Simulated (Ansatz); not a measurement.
CF3GeN (SMILES N#[C][Ge]([F])([F])[F])

Input file:

```
crystal:
  periodic: [false, false, false]
  atoms:
    - {symbol: N, position_ang: [2.193470, -0.758660, 0.984262]}
    - {symbol: C, position_ang: [1.194033, -0.416713, 0.530831]}
    - {symbol: Ge, position_ang: [-0.450240, 0.145766, -0.215143]}
    - {symbol: F, position_ang: [-1.471954, -1.183167, -0.466178]}
    - {symbol: F, position_ang: [-0.193032, 0.914385, -1.703784]}
    - {symbol: F, position_ang: [-1.230278, 1.234388, 0.823812]}
basis:
  gaussian: {orbitals: def2-TZVPP}
hamiltonian: {xc: pbe0, dispersion: d4}
output: {orbitals: {seedname: orbitals}}
```

Run with:

```sh
ansatz run in.yaml --threads 4 --pin off --events-out ev --progress --plain --max-ram 10444MiB
```

Geometry: PBE0-D4/def2-TZVP.

The calculation used Ansatz 0.2.0, RKS PBE0-D4/def2-TZVPP.

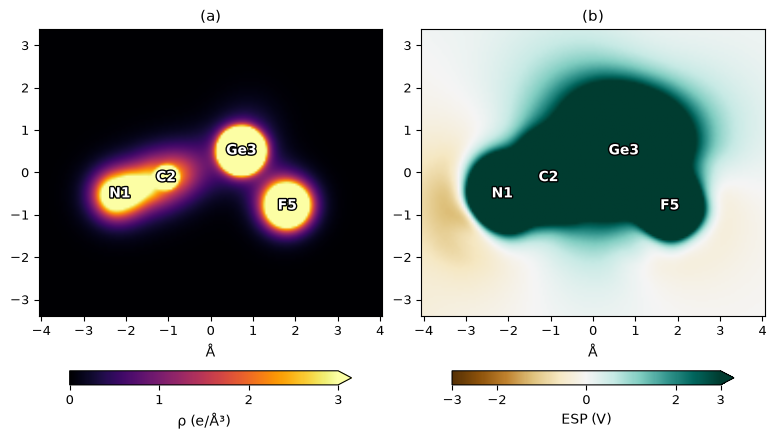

Figure 1. (a) total electron density; (b) electrostatic potential on the plane of atoms C2, Ge3 and F5.

**Interpret the plot.**

The plane passes through N, C, Ge and F nuclei.
C–N (1.15 Å): the density is about 3.7 e/Å³ at the midpoint.
Ge–F (1.69 Å): ρ is about 1.1 e/Å³ halfway.
C–Ge (1.89 Å): the density is about 0.94 e/Å³ at the midpoint.
Outside the dense part of the molecule the potential is most negative (−1.2 V) near N1.

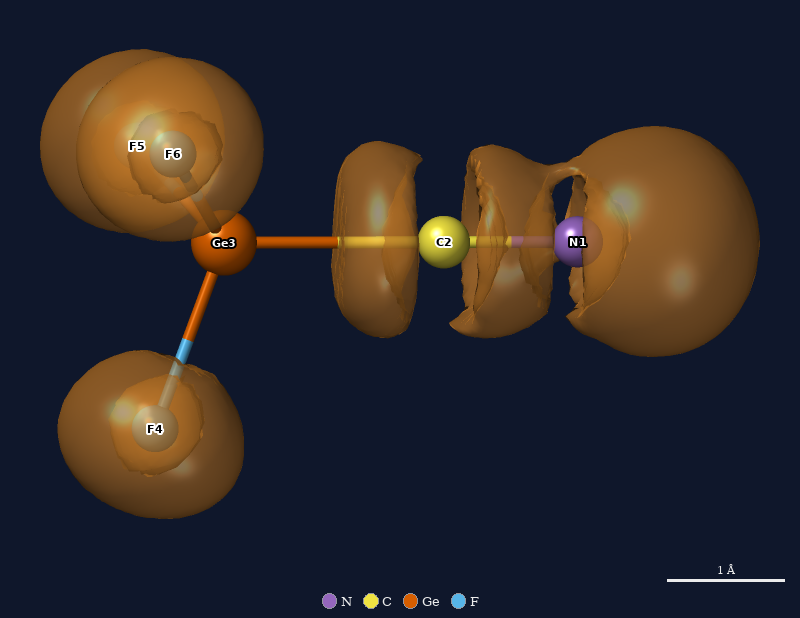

Figure 2. Isosurface of the ELF at 0.75 (orange), seen across its widest extent. Only the valence region is drawn (cores and ρ < 0.01 e/Å³ removed).

**Describe the localisation domains.**

The ELF exceeds this value in one lobe of the valence shell of C pointing towards Ge (polar bonds), one region on N in which the atom's valence shell and bonds are merged and three regions wrapped around F (the valence shell of each). Along the contacts the grid gives the following. C–N (1.15 Å): the ELF peaks at about 0.85 between the atoms (a multiple bond). Ge–F (1.69 Å): the ELF peaks at about 0.80 in the valence shell of F, 0.5 Å from its nucleus, and is about 0.25 at the midpoint.

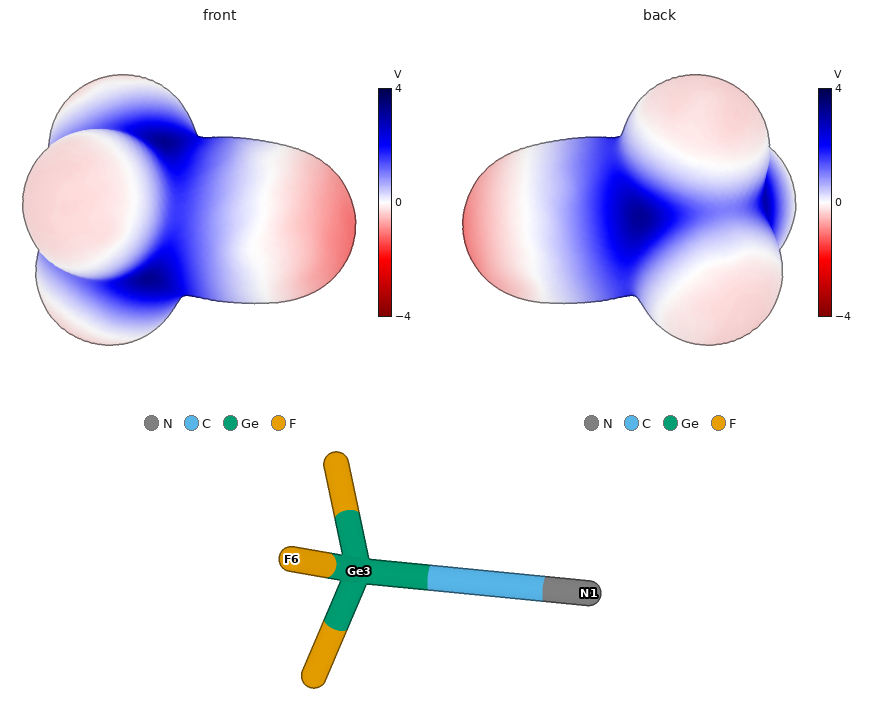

Figure 3. The electrostatic potential painted on the density surface at 0.002 e/bohr³, seen from the front and from behind; the colour scale runs from red (negative) to blue (positive). The bare structure is drawn below in the same view.

**Which sites attract a positive test charge, and which a negative one?**

A positive charge is drawn to the negative regions and a negative charge to the positive ones. The most negative region (about −1.0 V) lies over N1, the most positive (about +3.1 V) over Ge3. N1 is the likeliest acceptor of a hydrogen bond.

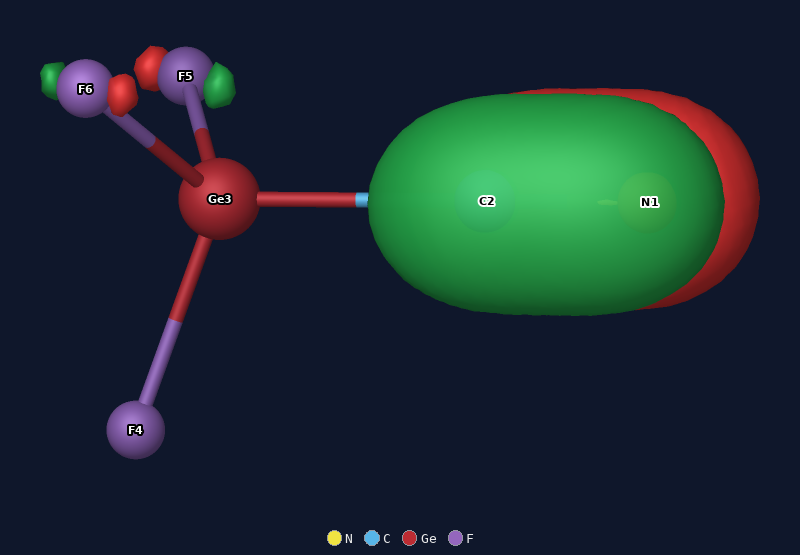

Figure 4. The HOMO at ±0.2 Å⁻³ᐟ² (green and red are the two phases), seen at a tilt.

**Where does this orbital lie, and at what energy?**

Its weight (Hirshfeld) is mainly on N1 (about 50 %) and C2 (about 45 %); π-bonding across N1–C2. It is one of a degenerate set, so its orientation is arbitrary. Its energy is −11.32 eV.
